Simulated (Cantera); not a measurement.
Input: 1 mol V2O5, 26 mol H2, held at 3.98 Torr.

Method: chemical equilibrium by Gibbs-energy minimisation in Cantera with the NASA 1993 tables (ideal gas, pure condensed phases). Candidate condensed phases: H2O, V, VO, V2O3, V2O4, V2O5; 12 gas species. VO: taken at fixed stoichiometry. Condensed phases not in the tables: the oxides between V2O3 and V2O5 other than VO2. The numbers say what is thermodynamically allowed, not how fast it happens.

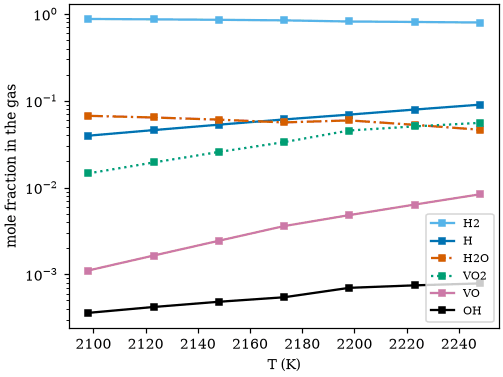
*Equilibrium gas composition (values under 1e-9 drawn at 1e-9)*

Question: Read off the mole fractions at 2248 K.

Answer: H2 about 0.80, H about 0.090, VO2 about 0.056, H2O about 0.046, VO about 0.0084, OH about 0.00078.
